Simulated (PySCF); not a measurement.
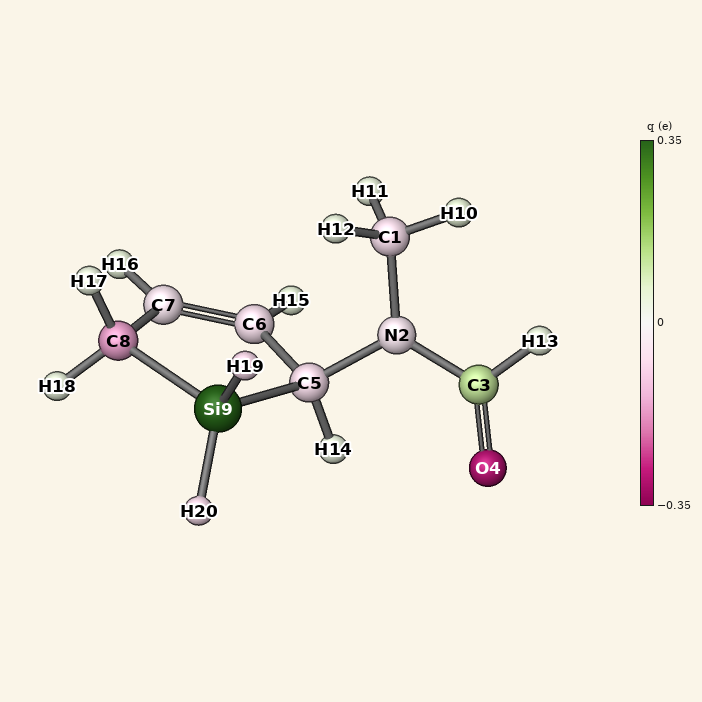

Atoms are coloured by their Hirshfeld charges. The computed structure is the end point of a GFN2-xTB optimisation. No frequency run is at hand to confirm it as a minimum. Level of theory: PBE0/pcSseg-1, gas phase (PySCF 2.14.0).

List the Hirshfeld charges.

```
atom  value (e)
  C1      −0.06
  N2      −0.04
  C3       0.12
  O4      −0.29
  C5      −0.07
  C6      −0.06
  C7      −0.04
  C8      −0.16
 Si9       0.35
 H10       0.05
 H11       0.04
 H12       0.04
 H13       0.04
 H14       0.04
 H15       0.05
 H16       0.05
 H17       0.04
 H18       0.04
 H19      −0.07
 H20      −0.07
```

The geometry is semi-empirical. Around Si such bond lengths and angles can be off by a tenth of an ångström or more and by several degrees, and values that hang on the shape move with them.
